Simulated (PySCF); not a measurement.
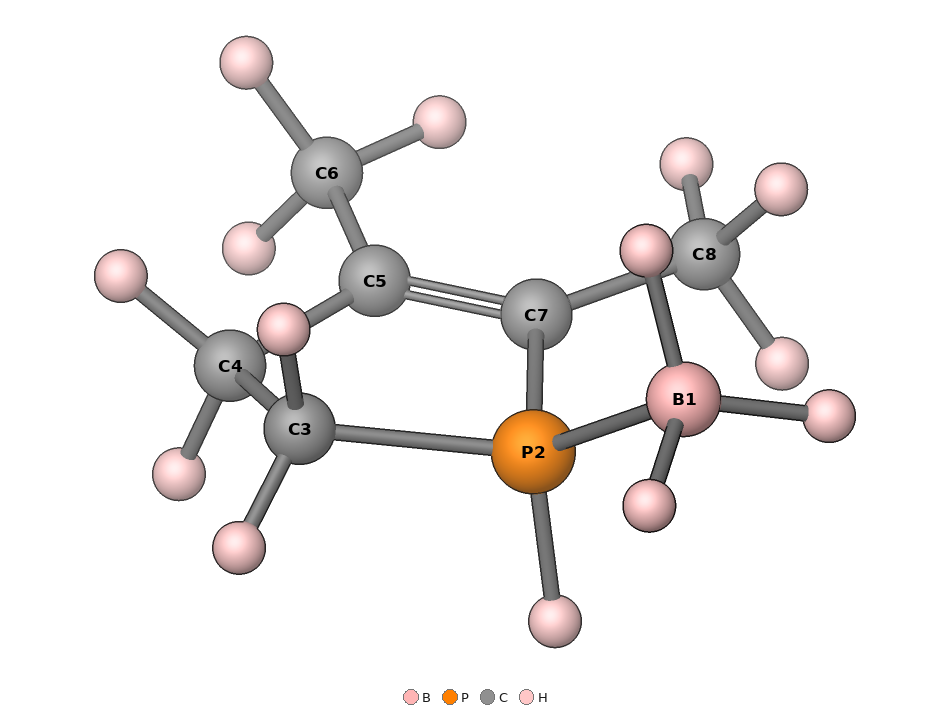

Distant atoms are faded towards the background colour. The geometry was computed by an optimisation with PBE0-D3(BJ)/def2-SVP. No frequency run is at hand to confirm it as a minimum.

Q: What is the conformation of the ring P2–C3–C4–C5–C7?

A: It is an envelope, with C3 as the flap. The Cremer–Pople amplitude Q is 0.23 Å.

Q: Give the torsion angles round the ring, beginning with the bond from its second to its third atom.

A: −22°, 17°, −2°, −10°, 19°.
